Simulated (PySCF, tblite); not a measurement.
**C₃H₅ClSi: dynamics, then NMR shifts and electronic excitations on frames, part 1 of 2**

Aim: move C₃H₅ClSi (`CC#C[SiH2]Cl`) away from its starting geometry and see how NMR shifts and electronic excitations follow the geometry.

Computed with tblite 0.8.0 and PySCF 2.14.0, with density-fitted response routines of our own, on a single molecule in the gas phase. Atoms count from 0, in the outputs and in this text.

### 1 The starting structure

10 atoms, charge 0, multiplicity 1; geometry from: GFN2-xTB.

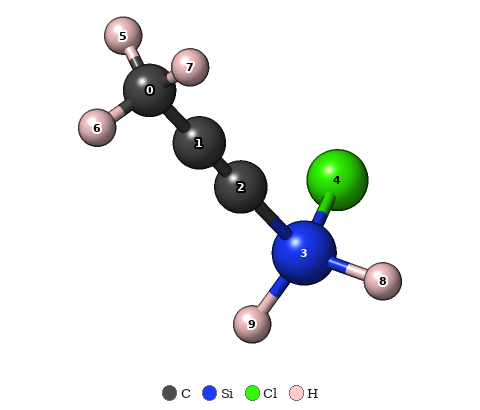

The starting geometry (carbon dark grey, silicon blue, chlorine green, hydrogen pink), atoms numbered; sticks join atoms by distance.

### 2 A short Langevin run with GFN2-xTB

What the job is given:

```
{"job": {"kind": "md", "xc": "GFN2-xTB", "basis": "xTB", "temperature": 300, "steps": 2000, "every": 50, "frames": 5}, "charge": 0, "multiplicity": 1}
C     -2.234203     0.234015     0.212574
C     -0.809884     0.078630     0.032276
C      0.378433    -0.052378    -0.124543
Si     2.196345    -0.247855    -0.338444
Cl     3.084733    -0.053193     1.473499
H     -2.436474     0.759047     1.145998
H     -2.653065     0.806608    -0.614775
H     -2.713435    -0.744389     0.245560
H      2.492142    -1.585809    -0.846056
H      2.704290     0.809978    -1.208616
```

Level: GFN2-xTB Langevin dynamics, gas phase.

Started as:

```sh
OMP_NUM_THREADS=1 python probes_run.py task.json out
```

This one command runs all jobs of the session in turn.

Output:

```text
t/fs     T/K      E/eV
    0.0   254.2   -414.59580
   25.0   186.3   -414.39685
   50.0   196.6   -414.43202
   75.0   245.7   -414.43013
  100.0   319.0   -414.37185
  125.0   216.2   -414.35252
  150.0   183.1   -414.25729
  175.0   244.6   -414.41781
  200.0   199.2   -414.37052
  225.0   275.5   -414.36716
  250.0   284.7   -414.38876
  275.0   317.3   -414.30557
  300.0   194.5   -414.27260
  325.0   178.4   -414.34192
  350.0   159.7   -414.33588
  375.0   221.6   -414.41408
  400.0   228.5   -414.35699
  425.0   271.9   -414.39624
  450.0   259.0   -414.35041
  475.0   262.4   -414.27464
  500.0   260.8   -414.20000
  525.0   354.1   -414.30144
  550.0   404.4   -414.30594
  575.0   271.4   -414.23985
  600.0   368.5   -414.17133
  625.0   401.9   -414.29482
  650.0   374.6   -414.29811
  675.0   174.4   -414.20172
  700.0   370.2   -414.37974
  725.0   178.7   -414.14314
  750.0   397.7   -414.36068
  775.0   276.1   -414.30215
  800.0   261.6   -414.35978
  825.0   387.4   -414.36862
  850.0   544.6   -414.37146
  875.0   411.9   -414.16991
  900.0   379.0   -414.20950
  925.0   454.0   -414.34438
  950.0   532.9   -414.31084
  975.0   515.9   -414.36458
 1000.0   364.1   -414.28794
```

Run time: 8.9 s. Hardware: 1 thread of Intel Xeon Platinum 8488C, shared host; peak memory 0.18 GiB.

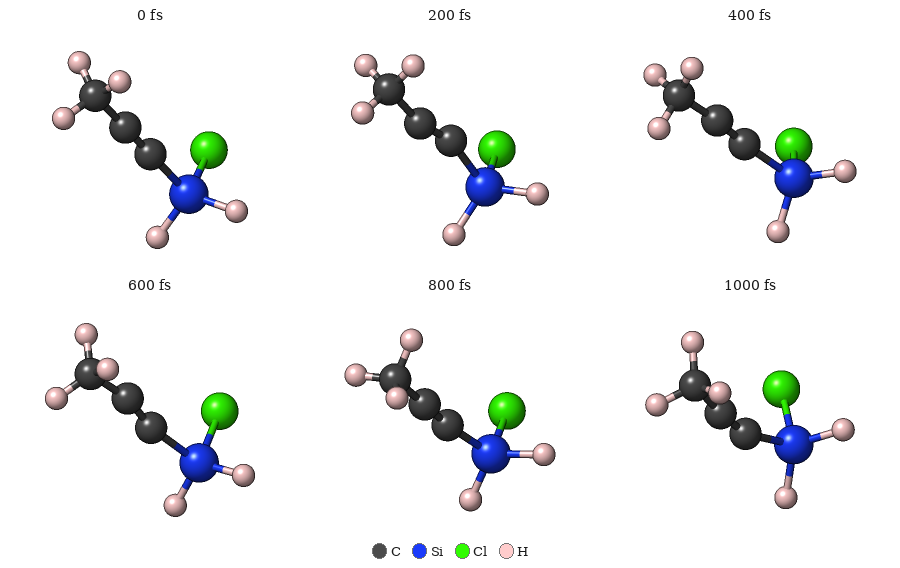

Frames of the run.

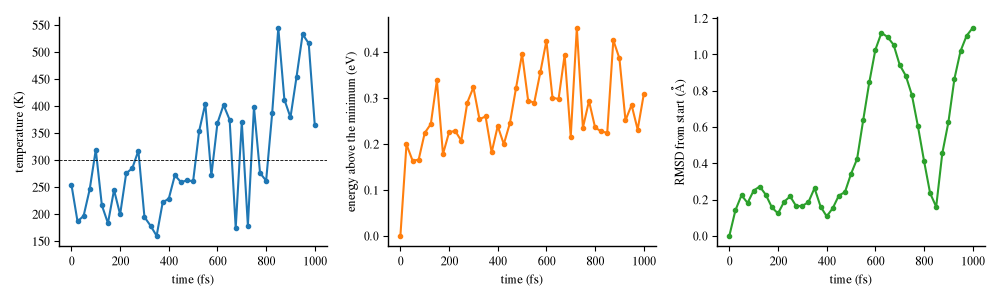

Temperature, potential energy and distance from the start.

Positions (Å) and forces (eV/Å) at 1000 fs:

```xyz
10

C    -2.670    0.119   -0.085    1.005    0.874    0.181
C    -1.194    0.152   -0.094   -2.720   -0.029    0.600
C    -0.009    0.054   -0.068    2.499   -0.278    0.433
Si    1.727   -0.339    0.513   -0.159    0.856   -0.709
Cl    1.939    0.461    2.367    0.054    0.116   -0.039
H    -2.898   -0.819   -0.545   -0.582   -0.468   -0.311
H    -3.100    0.137    0.958    0.598    0.253   -1.177
H    -2.986    0.968   -0.725   -0.297   -0.522    0.606
H     1.718   -1.762    0.773    0.212   -0.295   -0.176
H     2.754    0.288   -0.418   -0.610   -0.504    0.593
```

### 3 NMR shieldings: 250 fs, PBE0/pcSseg-1

What the job is given:

```
{"job": {"kind": "nmr", "xc": "PBE0", "basis": "pcSseg-1", "pop": false}, "charge": 0, "multiplicity": 1}
C     -2.165300     0.438200     0.152500
C     -0.842600    -0.049900     0.215800
C      0.316600    -0.376000     0.042600
Si     2.141200    -0.590100    -0.299400
Cl     3.147000     0.219900     1.318100
H     -2.293400     1.403200     0.631800
H     -2.509300     0.508100    -0.892800
H     -2.847700    -0.313300     0.614000
H      2.376600    -2.017800    -0.557400
H      2.341800     0.185400    -1.533300
```

Level: GIAO PBE0/pcSseg-1 NMR shielding, non-relativistic, gas phase.

Output:

```text
coarse grid: 9608 points
cycle   1  E = -866.4680329873  dE =  4.168e-01  |g| = 4.134e-01  |ddm| = 3.089e+00
cycle   2  E = -866.4640006839  dE =  4.032e-03  |g| = 4.326e-01  |ddm| = 1.077e+00
cycle   3  E = -866.5140186884  dE = -5.002e-02  |g| = 6.149e-02  |ddm| = 5.631e-01
cycle   4  E = -866.5142094245  dE = -1.907e-04  |g| = 5.426e-02  |ddm| = 7.808e-02
cycle   5  E = -866.5149553543  dE = -7.459e-04  |g| = 5.640e-03  |ddm| = 4.254e-02
cycle   6  E = -866.5149626933  dE = -7.339e-06  |g| = 1.850e-03  |ddm| = 6.624e-03
final grid: 84160 points
cycle   7  E = -866.5436202266  dE = -1.811e-05  |g| = 4.447e-03  |ddm| = 2.478e-02
cycle   8  E = -866.5436182954  dE =  1.931e-06  |g| = 4.907e-03  |ddm| = 1.031e-02
cycle   9  E = -866.5436238755  dE = -5.580e-06  |g| = 1.874e-03  |ddm| = 5.759e-03
cycle  10  E = -866.5436247410  dE = -8.655e-07  |g| = 3.004e-04  |ddm| = 1.507e-03
cycle  11  E = -866.5436247627  dE = -2.176e-08  |g| = 3.546e-05  |ddm| = 3.255e-04
cycle  12  E = -866.5436247630  dE = -2.656e-10  |g| = 1.160e-05  |ddm| = 5.363e-05
converged SCF energy = -866.5436247630

GIAO shielding tensors (ppm)
atom      isotropic    diamagn.    paramagn.     s11        s22        s33       span
  0 C      180.866     250.977     -70.112    171.325    173.605    197.668     26.343
  1 C       70.121     270.333    -200.212    -24.842    -21.353    256.560    281.402
  2 C       98.147     263.500    -165.353      3.135     24.467    266.839    263.704
  3 Si     390.537     879.505    -488.968    351.461    370.107    450.042     98.581
  4 Cl     974.006    1147.979    -173.973    903.644    988.294   1030.080    126.436
  5 H       29.597      28.596       1.001     24.699     27.843     36.249     11.551
  6 H       29.038      28.898       0.140     24.156     27.550     35.409     11.252
  7 H       29.144      26.768       2.376     24.080     27.156     36.196     12.116
  8 H       26.409      27.844      -1.435     22.615     24.777     31.835      9.221
  9 H       26.151      28.711      -2.560     22.440     24.830     31.182      8.742
```

Wall time 12 s (1 thread of Intel Xeon Platinum 8488C, shared host); peak memory 0.59 GiB.

The references, computed at this level on geometries of the same kind, shield at (ppm): ¹H TMS 31.72, ¹³C TMS 186.9, ²⁹Si TMS 349.2, ³⁵Cl HCl 950. Their shielding less the atom's gives the shift. The references are single molecules in the gas phase. Each atom is listed at this fixed geometry, with no averaging over motion; a spectrum would average atoms that exchange fast.

```tsv
atoms	environment	σ (ppm)	δ (ppm)
C1	alkyne carbon	70.1	116.8
C2	alkyne carbon	98.1	88.8
C0	propargylic methyl carbon	180.9	6.1
H9	hydrogen on a silicon bonded to C, Cl	26.15	5.57
H8	hydrogen on a silicon bonded to C, Cl	26.41	5.31
H6	hydrogen on a propargylic methyl carbon	29.04	2.68
H7	hydrogen on a propargylic methyl carbon	29.14	2.57
H5	hydrogen on a propargylic methyl carbon	29.60	2.12
Si3	silicon bonded to C, Cl, 2 H	390.5	-41.4
Cl4	chlorine bonded to Si	974	-24
```

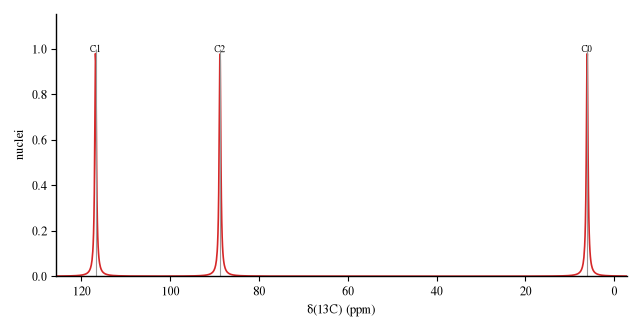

¹³C lines at the computed shifts, without couplings. Lines are broadened to a width of 0.44 ppm (Lorentzian).

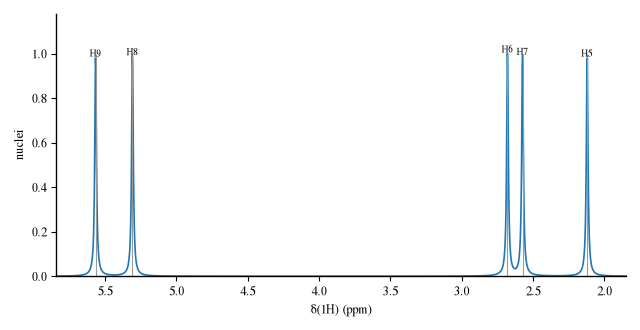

¹H lines at the computed shifts, without couplings. Lines are broadened to a width of 0.01 ppm (Lorentzian).

The fields below are evaluated on a grid from the run's orbitals.

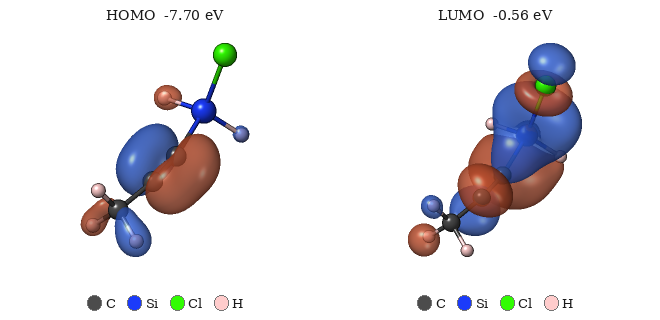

PBE0/pcSseg-1 orbitals near the gap, drawn at the value that encloses 70 % of each; the two colours are the two signs.

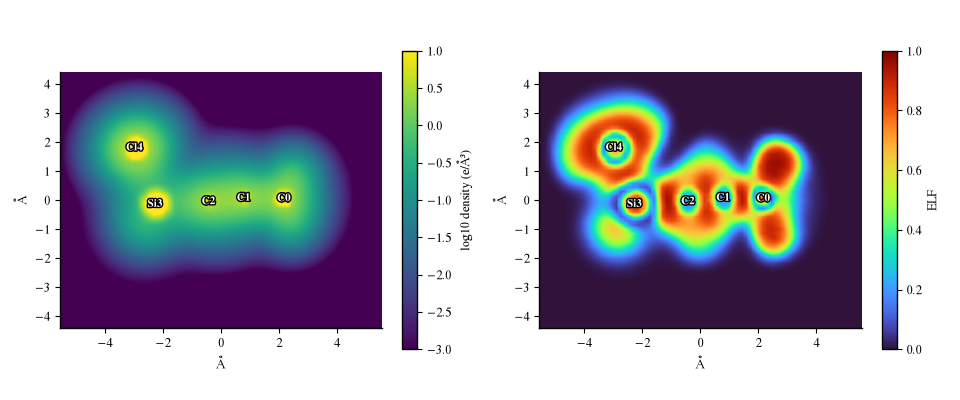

Density (left) and ELF (right) in a plane through or near 5 of the atoms.

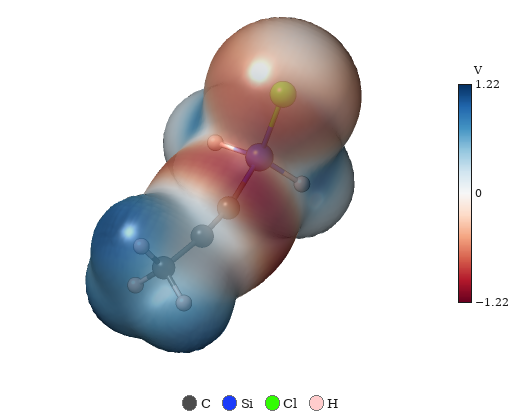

Electrostatic potential on the surface of density 0.002 e/bohr³; red is low, blue high. It runs from -0.89 V near C2 to 1.22 V near H8.

### 4 TDDFT and polarisability: 250 fs, PBE0/def2-SVPD

The job, as its differences from that of step 3:

```diff
@@ -1,2 +1,2 @@
-{"job": {"kind": "nmr", "xc": "PBE0", "basis": "pcSseg-1", "pop": false}, "charge": 0, "multiplicity": 1}
+{"job": {"kind": "uv", "xc": "PBE0", "basis": "def2-SVPD", "nstates": 5, "ntriplets": 0}, "charge": 0, "multiplicity": 1}
 C     -2.165300     0.438200     0.152500
```

With the program's defaults for keys left out, this is: TDDFT PBE0/def2-SVPD, vertical, gas phase, core orbitals frozen in the response.

Output:

```text
coarse grid: 9608 points
cycle   1  E = -866.1377460129  dE =  3.794e-01  |g| = 3.851e-01  |ddm| = 5.750e+00
cycle   2  E = -866.1318418877  dE =  5.904e-03  |g| = 4.052e-01  |ddm| = 1.857e+00
cycle   3  E = -866.1791697947  dE = -4.733e-02  |g| = 7.508e-02  |ddm| = 8.499e-01
cycle   4  E = -866.1799744230  dE = -8.046e-04  |g| = 5.021e-02  |ddm| = 1.670e-01
cycle   5  E = -866.1806342406  dE = -6.598e-04  |g| = 6.510e-03  |ddm| = 8.448e-02
cycle   6  E = -866.1806451659  dE = -1.093e-05  |g| = 1.503e-03  |ddm| = 1.512e-02
cycle   7  E = -866.1806457103  dE = -5.444e-07  |g| = 2.367e-04  |ddm| = 3.875e-03
final grid: 84160 points
cycle   8  E = -866.2794312676  dE = -1.310e-05  |g| = 4.475e-03  |ddm| = 6.130e-02
cycle   9  E = -866.2794303338  dE =  9.337e-07  |g| = 4.868e-03  |ddm| = 1.818e-02
cycle  10  E = -866.2794363403  dE = -6.006e-06  |g| = 1.380e-03  |ddm| = 8.370e-03
cycle  11  E = -866.2794368396  dE = -4.993e-07  |g| = 7.716e-05  |ddm| = 2.117e-03
cycle  12  E = -866.2794368410  dE = -1.405e-09  |g| = 2.990e-05  |ddm| = 2.332e-04
cycle  13  E = -866.2794368413  dE = -2.576e-10  |g| = 6.927e-06  |ddm| = 7.088e-05
converged SCF energy = -866.2794368413

Static polarisability (au): isotropic 77.462, principal 58.362 67.540 106.484

Singlet excitations
state   eV       nm        f      main configurations
  1   5.4604    227.1   0.00101   H->L 0.81, H-1->L 0.10
  2   5.8492    212.0   0.01931   H-1->L 0.60, H->L+1 0.25
  3   6.0914    203.5   0.00106   H-1->L+1 0.78, H->L+1 0.16
  4   6.9680    177.9   0.06709   H->L+2 0.61, H->L+1 0.09
  5   7.0412    176.1   0.06365   H-1->L+2 0.28, H-2->L 0.21, H->L+2 0.18
```

Run time: 13 s. Hardware: 1 thread of Intel Xeon Platinum 8488C, shared host; peak memory 0.66 GiB.

The orbitals next to the gap, with their largest atomic shares:

```tsv
orbital	eV	atoms
HOMO−3	-9.31	Cl4 74 %, Si3 12 %, C2 7 %
HOMO−2	-9.15	Cl4 67 %, Si3 15 %, H9 8 %
HOMO−1	-7.85	C2 41 %, C1 37 %, C0 8 %
HOMO	-7.71	C2 39 %, C1 36 %, C0 8 %
LUMO	-0.64	Si3 28 %, Cl4 21 %, C2 15 %
LUMO+1	0.15	C1 25 %, C2 24 %, Si3 20 %
LUMO+2	0.49	Si3 31 %, C0 13 %, C1 12 %
```

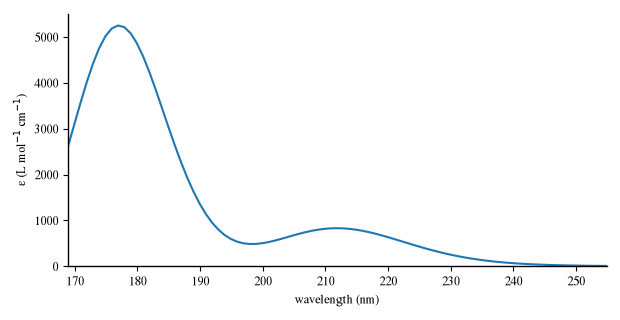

Absorption spectrum: each of the 5 states is a Gaussian band of 0.4 eV half-width at 1/e. Beyond the last state computed it falls off for lack of states.

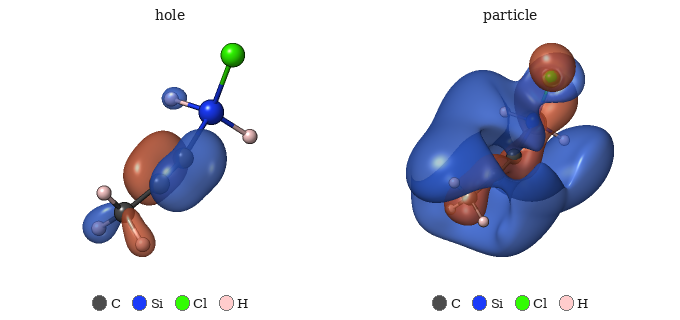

Leading natural transition orbitals of singlet state 4: the electron leaves the hole (left) for the particle orbital (right).

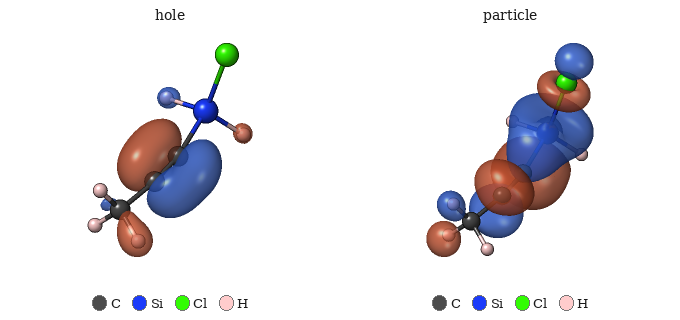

Leading natural transition orbitals of singlet state 1: the electron leaves the hole (left) for the particle orbital (right).

Ground-state properties from the same run:

```tsv
property	computed
dipole moment (D)	2.15
polarisability (Å³)	11.48
HOMO–LUMO gap (eV)	7.07
−ε(HOMO) (eV)	7.71
```

### 5 Nuclear shieldings: 425 fs, PBE0/pcSseg-1

What the job is given:

```
{"job": {"kind": "nmr", "xc": "PBE0", "basis": "pcSseg-1", "pop": false}, "charge": 0, "multiplicity": 1}
C     -2.178400     0.335300     0.100100
C     -0.829000    -0.087500     0.006700
C      0.311700    -0.461300     0.050700
Si     2.183300    -0.764100    -0.036400
Cl     3.144700    -0.073700     1.536400
H     -2.165200     1.054200     0.894100
H     -2.468700     0.773300    -0.838600
H     -2.902100    -0.452700     0.343500
H      2.539800    -2.143000    -0.149700
H      2.593200    -0.092700    -1.249900
```

With the program's defaults for keys left out, this is: GIAO PBE0/pcSseg-1 NMR shielding, non-relativistic, gas phase.

Output:

```text
coarse grid: 9608 points
cycle   1  E = -866.4672341361  dE =  5.533e-01  |g| = 4.051e-01  |ddm| = 3.199e+00
cycle   2  E = -866.4669505443  dE =  2.836e-04  |g| = 4.028e-01  |ddm| = 1.047e+00
cycle   3  E = -866.5100732054  dE = -4.312e-02  |g| = 4.894e-02  |ddm| = 5.738e-01
cycle   4  E = -866.5101901618  dE = -1.170e-04  |g| = 4.453e-02  |ddm| = 7.197e-02
cycle   5  E = -866.5106784267  dE = -4.883e-04  |g| = 7.708e-03  |ddm| = 3.662e-02
cycle   6  E = -866.5106928856  dE = -1.446e-05  |g| = 1.784e-03  |ddm| = 9.184e-03
cycle   7  E = -866.5106935813  dE = -6.957e-07  |g| = 2.990e-04  |ddm| = 1.969e-03
final grid: 84160 points
cycle   8  E = -866.5392666128  dE = -1.966e-05  |g| = 5.326e-03  |ddm| = 2.518e-02
cycle   9  E = -866.5392657359  dE =  8.769e-07  |g| = 5.319e-03  |ddm| = 9.208e-03
cycle  10  E = -866.5392721290  dE = -6.393e-06  |g| = 1.695e-03  |ddm| = 4.983e-03
cycle  11  E = -866.5392728365  dE = -7.075e-07  |g| = 2.943e-04  |ddm| = 1.438e-03
cycle  12  E = -866.5392728558  dE = -1.934e-08  |g| = 2.869e-05  |ddm| = 2.330e-04
cycle  13  E = -866.5392728560  dE = -1.644e-10  |g| = 7.930e-06  |ddm| = 4.623e-05
converged SCF energy = -866.5392728560

GIAO shielding tensors (ppm)
atom      isotropic    diamagn.    paramagn.     s11        s22        s33       span
  0 C      184.046     251.396     -67.350    172.524    180.415    199.199     26.675
  1 C       74.399     270.294    -195.894    -22.768    -17.898    263.865    286.633
  2 C      103.499     264.674    -161.175     17.624     25.921    266.951    249.327
  3 Si     398.126     879.276    -481.150    361.231    384.624    448.521     87.290
  4 Cl    1005.416    1148.259    -142.843    945.788    994.198   1076.263    130.475
  5 H       29.739      29.515       0.225     24.150     28.974     36.094     11.944
  6 H       30.080      28.428       1.652     24.830     28.368     37.041     12.211
  7 H       29.538      27.420       2.118     24.803     27.348     36.465     11.662
  8 H       26.942      28.365      -1.423     22.549     25.496     32.779     10.230
  9 H       26.649      28.990      -2.341     22.488     25.570     31.889      9.401
```

Run time: 7.5 s. Hardware: 1 thread of Intel Xeon Platinum 8488C, shared host; peak memory 0.59 GiB.

This run: δ C1 112.5, C2 83.4, C0 2.9, Si3 -49.0, H9 5.07, H8 4.78 ppm.

### 6 TDDFT and polarisability: 425 fs, PBE0/def2-SVPD

The job, as its differences from that of step 5:

```diff
@@ -1,2 +1,2 @@
-{"job": {"kind": "nmr", "xc": "PBE0", "basis": "pcSseg-1", "pop": false}, "charge": 0, "multiplicity": 1}
+{"job": {"kind": "uv", "xc": "PBE0", "basis": "def2-SVPD", "nstates": 5, "ntriplets": 0}, "charge": 0, "multiplicity": 1}
 C     -2.178400     0.335300     0.100100
```

With the program's defaults for keys left out, this is: TDDFT PBE0/def2-SVPD, vertical, gas phase, core orbitals frozen in the response.

Output:

```text
coarse grid: 9608 points
cycle   1  E = -866.1349420888  dE =  5.174e-01  |g| = 3.767e-01  |ddm| = 6.311e+00
cycle   2  E = -866.1337203527  dE =  1.222e-03  |g| = 3.727e-01  |ddm| = 1.950e+00
cycle   3  E = -866.1735327053  dE = -3.981e-02  |g| = 6.214e-02  |ddm| = 7.965e-01
cycle   4  E = -866.1740161479  dE = -4.834e-04  |g| = 4.585e-02  |ddm| = 1.488e-01
cycle   5  E = -866.1745541762  dE = -5.380e-04  |g| = 7.732e-03  |ddm| = 7.870e-02
cycle   6  E = -866.1745696679  dE = -1.549e-05  |g| = 1.539e-03  |ddm| = 1.851e-02
cycle   7  E = -866.1745702472  dE = -5.793e-07  |g| = 2.617e-04  |ddm| = 4.556e-03
final grid: 84160 points
cycle   8  E = -866.2731910973  dE = -1.368e-05  |g| = 4.690e-03  |ddm| = 7.367e-02
cycle   9  E = -866.2731903027  dE =  7.946e-07  |g| = 5.010e-03  |ddm| = 1.964e-02
cycle  10  E = -866.2731965084  dE = -6.206e-06  |g| = 1.446e-03  |ddm| = 8.531e-03
cycle  11  E = -866.2731970538  dE = -5.454e-07  |g| = 7.263e-05  |ddm| = 2.373e-03
cycle  12  E = -866.2731970552  dE = -1.311e-09  |g| = 2.898e-05  |ddm| = 2.963e-04
cycle  13  E = -866.2731970554  dE = -2.412e-10  |g| = 6.612e-06  |ddm| = 6.936e-05
converged SCF energy = -866.2731970554

Static polarisability (au): isotropic 74.615, principal 56.195 63.679 103.972

Singlet excitations
state   eV       nm        f      main configurations
  1   5.8743    211.1   0.00032   H->L 0.87
  2   6.1817    200.6   0.00632   H-1->L 0.56, H->L+1 0.35
  3   6.2645    197.9   0.00184   H-1->L+1 0.83
  4   7.1852    172.6   0.02689   H->L+2 0.74, H->L+1 0.20
  5   7.2995    169.9   0.00891   H-1->L+2 0.92
```

It took 9.3 s on 1 thread of Intel Xeon Platinum 8488C, shared host; peak memory 0.66 GiB.

This run: HOMO -7.84 eV, LUMO -0.24 eV; lowest singlet 5.87 eV.

(Continued in part 2 of 2.)
